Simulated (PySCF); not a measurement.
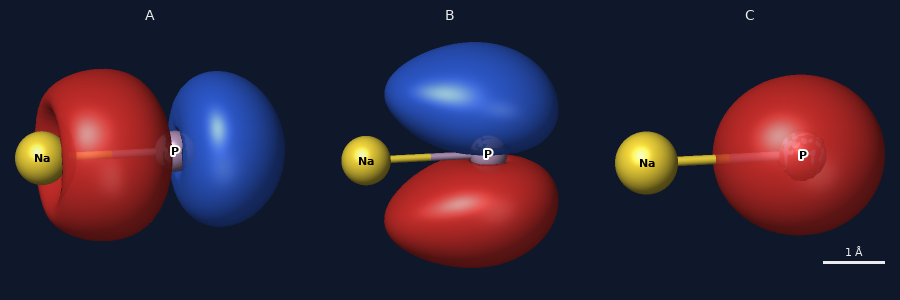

Figure 1: NaP (triplet). Three frontier β-spin orbitals, each drawn at the value that holds 80 % of its norm (red and blue are the two phases), in no order; of a degenerate pair one member is drawn.

Theory: PBE0/def2-TZVP, non-relativistic Hamiltonian with scalar-relativistic core potentials where named, at a bond length of 2.659 Å (PySCF 2.14.0).

Q: Label each orbital by symmetry, say whether it is occupied, and order them by energy.

A: Orbital C: σ, occupied in this spin, −11.99 eV; almost wholly on P.
Orbital A: σ, occupied in this spin, −4.47 eV; mainly on P (75 %).
Orbital B: π, empty in this spin, −1.52 eV; mainly on P (80 %).
